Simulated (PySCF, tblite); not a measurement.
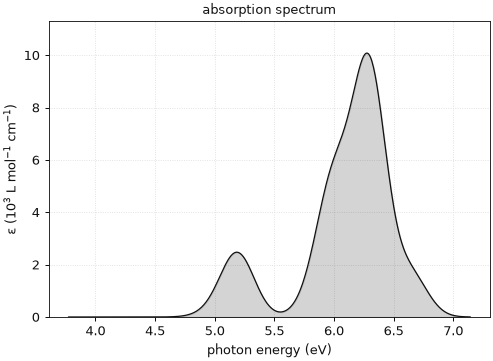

Vertical TDDFT excitations, CAM-B3LYP/def2-SVPD with PySCF, at a GFN2-xTB geometry (a minimum by its frequencies), gas phase. Only the first 8 singlet excitations are included; each is broadened by a Gaussian of 1/e half-width 0.20 eV. States within 0.01 eV of each other are merged, with their strengths summed. The highest state may be half of a pair whose partner wasn't computed.

Which molecule gives this spectrum?
A. C₃H₉AlN₂, SMILES C1C[NH][AlH][NH]C1, singlet
B. C₆H₇ClOSi, SMILES [SiH3]OC1=CC=C/C1=C\Cl
C. CH₁₀AsNSi₃, SMILES [SiH3][As]1[SiH2]CN[SiH2]1
D. CH₁₀AsNSi₃, SMILES CN1[SiH2][As]([SiH3])[SiH2]1

Answer. Option D. Its lowest singlet lies at 4.97 eV (f = 0.002) and the brightest of those computed is S6/S7 at 6.29 eV (197 nm), f = 0.116, mainly HOMO/HOMO−2 → LUMO+1/LUMO.

Known limits of this run: the tight-binding geometry is rougher than a DFT one and adds to the error; core orbitals are frozen in the response.
